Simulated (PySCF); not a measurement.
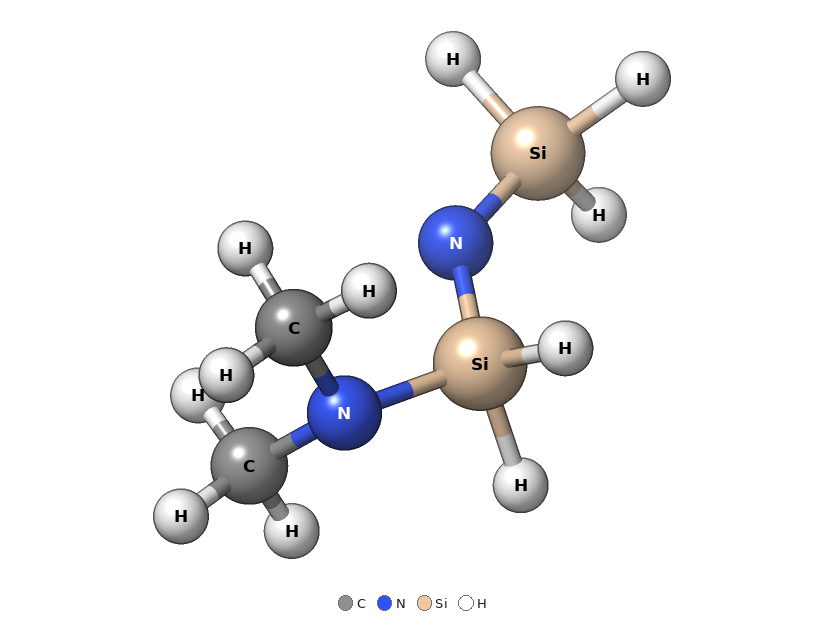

Ball-and-stick drawing of a structure.

State: charge −1, singlet. Computed geometry: GFN2-xTB optimisation. No frequency run is at hand to confirm it as a minimum.

Question: Which formula does it have?

Answer: C2H11N2Si2(-), 17 atoms: 2 carbon, 11 hydrogen, 2 nitrogen and 2 silicon.

Question: Give a SMILES string for it.

Answer: CN(C)[SiH2][N-][SiH3]

Question: Give the symmetry (Schoenflies symbol).

Answer: Cs.

The parts below concern this one geometry. Atoms keep their numbers from picture to picture.

## Electronic properties

No frequency run is at hand to confirm it as a minimum. Method: PBE0/def2-SVPD, gas phase (PySCF 2.14.0).

Question: Give the HOMO energy (Kohn–Sham orbital) at this level.

Answer: −1.51 eV.

Question: Estimate the mean static polarisability.

Answer: 111.0 bohr³.

## NMR shielding

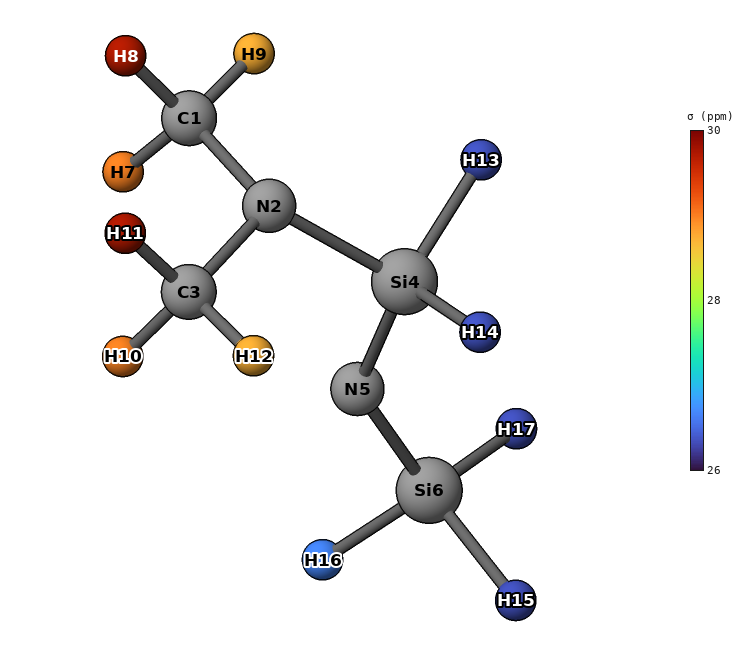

Atoms are coloured by their isotropic NMR shieldings (H only, the others grey). No frequency run is at hand to confirm it as a minimum. Properties computed with GIAO PBE0/pcSseg-1 NMR shielding, non-relativistic, gas phase (PySCF 2.14.0).

List the isotropic NMR shieldings of the H atoms.

| atom | σ (ppm) |
| --- | --- |
| H7 | 28.97 |
| H8 | 29.69 |
| H9 | 28.73 |
| H10 | 28.97 |
| H11 | 29.69 |
| H12 | 28.73 |
| H13 | 26.39 |
| H14 | 26.39 |
| H15 | 26.37 |
| H16 | 26.68 |
| H17 | 26.37 |

## Bond orders

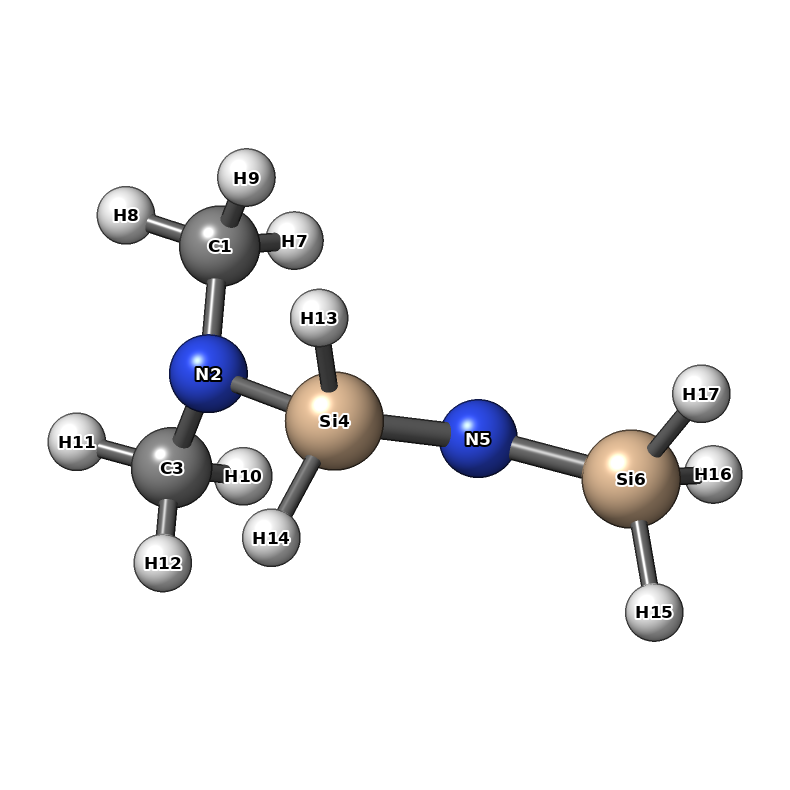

The thickness of each stick grows with its Mayer bond order. No frequency run is at hand to confirm it as a minimum. Computed with PBE0/pcSseg-1 (PySCF 2.14.0).

List the Mayer bond orders of C1–N2, N2–Si4, C1–H7, C1–H8, C1–H9, Si4–N5, Si4–H13, N5–Si6, Si6–H16, Si6–H15 (one bond of each equivalent set).

```json
{"bond": "C1–N2", "Mayer order": "1.00", "length (Å)": "1.428"}
{"bond": "N2–Si4", "Mayer order": "0.87", "length (Å)": "1.762"}
{"bond": "C1–H7", "Mayer order": "0.94", "length (Å)": "1.103"}
{"bond": "C1–H8", "Mayer order": "0.96", "length (Å)": "1.102"}
{"bond": "C1–H9", "Mayer order": "0.97", "length (Å)": "1.088"}
{"bond": "Si4–N5", "Mayer order": "1.40", "length (Å)": "1.666"}
{"bond": "Si4–H13", "Mayer order": "0.83", "length (Å)": "1.496"}
{"bond": "N5–Si6", "Mayer order": "1.36", "length (Å)": "1.671"}
{"bond": "Si6–H16", "Mayer order": "0.87", "length (Å)": "1.489"}
{"bond": "Si6–H15", "Mayer order": "0.84", "length (Å)": "1.497"}
```

The geometry is semi-empirical. Around Si such bond lengths and angles can be off by a tenth of an ångström or more and by several degrees, and values that hang on the shape move with them.
